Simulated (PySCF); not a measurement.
## Run report: C$_{5}$H$_{6}$ClN, NMR shielding calculation

- system: C$_{5}$H$_{6}$ClN
- method: GIAO PBE0/pcSseg-1 NMR shielding, non-relativistic, gas phase (PySCF 2.14.0)

The geometry comes from this level: GFN2-xTB. Figures and captions count atoms from 1; the log counts them from 0 in places.

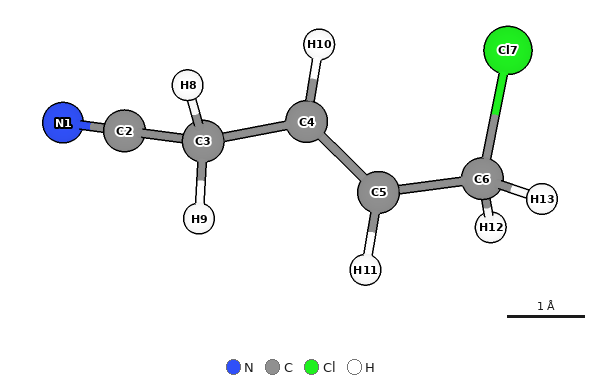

Figure 1. The input geometry (ball-and-stick view, seen at a tilt; atoms are numbered from 1 in the order of the input). Bond lengths as drawn: C–C 1.32 to 1.50 Å, C–Cl 1.78 Å, C–H 1.08 to 1.09 Å and C–N 1.14 Å.

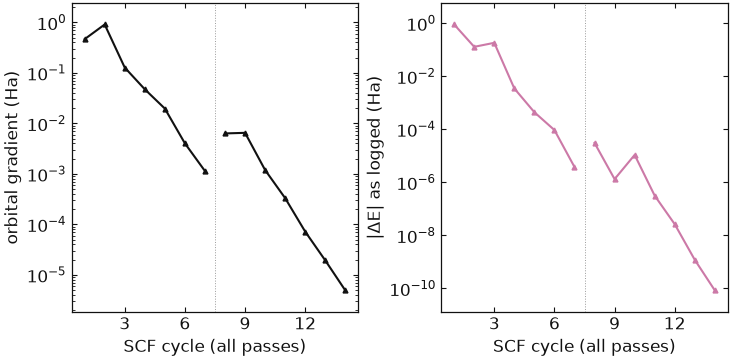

Figure 2. Convergence of the self-consistent field: orbital gradient and size of the energy change against the SCF cycle. The dotted line marks the change from a coarse to the final integration grid. The first 7 cycles use a coarse grid, the final grid takes over at cycle 8, and the field converges after 14 cycles in all.

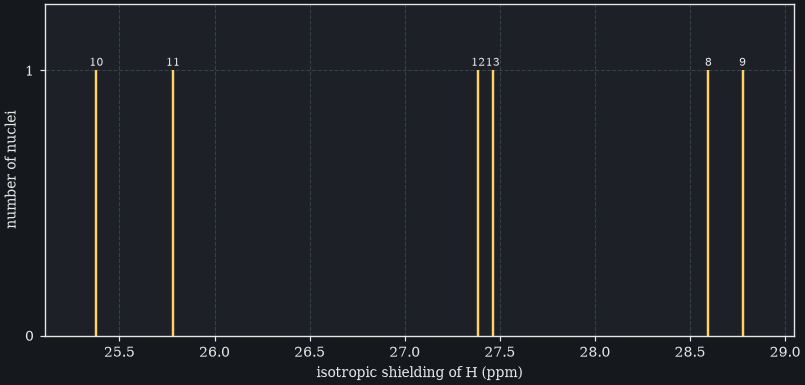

Figure 3. Isotropic shieldings of the hydrogen nuclei in this fixed geometry, labelled by atom number; shielding grows to the right, so chemical shift grows to the left. The least shielded is H10 (25.4 ppm), the most shielded H9 (28.8 ppm).

The input and output of the run follow.

**Input**
```
{"job": {"xc": "PBE0", "basis": "pcSseg-1", "kind": "nmr", "pop": false}, "charge": 0, "multiplicity": 1}
N     -2.931030     1.740587     0.928130
C     -2.395556     0.833999     0.484986
C     -1.702584    -0.304627    -0.071145
C     -0.252735    -0.254945     0.316218
C      0.729658    -0.083491    -0.550313
C      2.186841    -0.016000    -0.239084
Cl     2.560929    -0.270607     1.484550
H     -2.170102    -1.211919     0.325220
H     -1.819878    -0.287498    -1.158151
H     -0.047877    -0.352223     1.372649
H      0.521232     0.023543    -1.608356
H      2.585095     0.965783    -0.506664
H      2.731618    -0.782116    -0.795768
```

The first line tells a small driver script what to run in PySCF; the rest is the geometry in Å.

Run as:
```bash
OMP_NUM_THREADS=1 python <driver script> task.json out
```

**Output**
```
coarse grid: 11840 points
cycle   1  E = -708.4564805597  dE =  8.921e-01  |g| = 4.651e-01  |ddm| = 3.327e+00
cycle   2  E = -708.3283489384  dE =  1.281e-01  |g| = 9.093e-01  |ddm| = 1.180e+00
cycle   3  E = -708.5098184095  dE = -1.815e-01  |g| = 1.275e-01  |ddm| = 7.241e-01
cycle   4  E = -708.5132607271  dE = -3.442e-03  |g| = 4.737e-02  |ddm| = 1.415e-01
cycle   5  E = -708.5136988797  dE = -4.382e-04  |g| = 1.966e-02  |ddm| = 4.927e-02
cycle   6  E = -708.5137919929  dE = -9.311e-05  |g| = 4.028e-03  |ddm| = 1.746e-02
cycle   7  E = -708.5137957692  dE = -3.776e-06  |g| = 1.140e-03  |ddm| = 4.153e-03
final grid: 111016 points
cycle   8  E = -708.5539866562  dE = -3.048e-05  |g| = 6.327e-03  |ddm| = 2.785e-02
cycle   9  E = -708.5539853389  dE =  1.317e-06  |g| = 6.503e-03  |ddm| = 1.110e-02
cycle  10  E = -708.5539961083  dE = -1.077e-05  |g| = 1.192e-03  |ddm| = 6.402e-03
cycle  11  E = -708.5539964209  dE = -3.126e-07  |g| = 3.308e-04  |ddm| = 1.367e-03
cycle  12  E = -708.5539964471  dE = -2.615e-08  |g| = 7.182e-05  |ddm| = 3.125e-04
cycle  13  E = -708.5539964483  dE = -1.186e-09  |g| = 1.935e-05  |ddm| = 7.663e-05
cycle  14  E = -708.5539964483  dE = -8.333e-11  |g| = 4.918e-06  |ddm| = 1.649e-05
converged SCF energy = -708.5539964483

GIAO shielding tensors (ppm)
atom      isotropic    diamagn.    paramagn.     s11        s22        s33       span
  0 N      -33.576     339.135    -372.711   -205.205   -190.091    294.568    499.773
  1 C       66.063     259.883    -193.820    -49.099    -46.394    293.683    342.783
  2 C      164.399     246.496     -82.097    151.272    163.479    178.446     27.174
  3 C       56.536     256.438    -199.902    -54.469     62.007    162.070    216.539
  4 C       49.169     256.533    -207.364    -55.851     65.184    138.175    194.026
  5 C      135.476     244.993    -109.518    111.679    133.625    161.124     49.445
  6 Cl     889.961    1146.513    -256.552    797.021    810.010   1062.853    265.832
  7 H       28.596      26.688       1.908     24.328     27.233     34.228      9.900
  8 H       28.776      28.505       0.271     24.610     28.518     33.200      8.591
  9 H       25.379      32.087      -6.708     21.462     22.836     31.839     10.377
 10 H       25.782      32.759      -6.977     23.703     24.931     28.712      5.009
 11 H       27.386      27.750      -0.364     21.509     26.571     34.079     12.570
 12 H       27.463      27.357       0.106     21.281     26.761     34.346     13.064
```

**Key numbers**

```csv
quantity,value
outcome,converged
total energy,−708.553996 hartree
HOMO,−8.15 eV
LUMO,−0.42 eV
dipole moment,4.57 D
"isotropic shielding, N",−33.6 ppm
"isotropic shielding, C",49.2 to 164.4 ppm
"isotropic shielding, Cl",890.0 ppm
"isotropic shielding, H",25.4 to 28.8 ppm
hardware,"1 CPU thread, shared host"
wall time,10 s
peak memory,0.77 GiB
```
